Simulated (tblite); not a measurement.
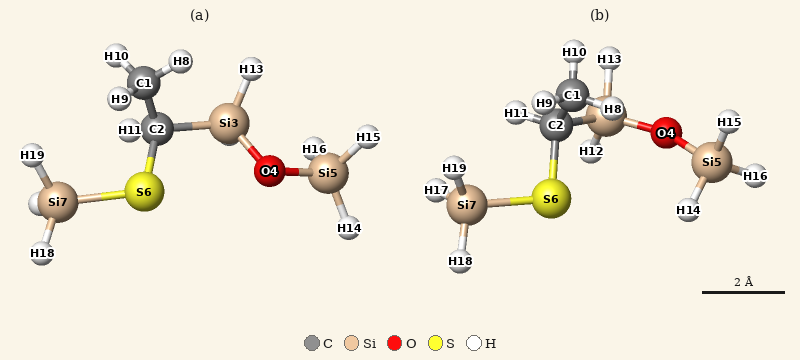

The structure of C₂H₁₂OSSi₃ before (left) and after (right) a relaxation, at one scale.

A ball-and-stick model, seen at a tilt.

Theory: tblite 0.8.0, GFN2-xTB geometry optimisation, gas phase. 

Summarise the run.

The energy falls by 1.272 eV in 192 geometry steps. The atom that moves furthest after the best rigid fit is H14 (2.14 Å). Largest moves by element: H 2.14 Å, O 1.57 Å, Si 1.16 Å, C 0.80 Å, S 0.73 Å. Some distances before and after: Si3–Si5 2.748 → 3.171 Å, Si3–O4 1.708 → 1.610 Å, O4–Si5 1.719 → 1.628 Å, C2–Si3 1.868 → 1.911 Å. Bond angles that change, for instance: Si3–O4–Si5 106.6° → 156.5°, S6–Si7–H18 111.2° → 104.2°, H17–Si7–H18 107.8° → 113.1°. Groups turn about O4–Si5 by about 165°, Si3–O4 by about 145°, C2–Si3 by about 50°.
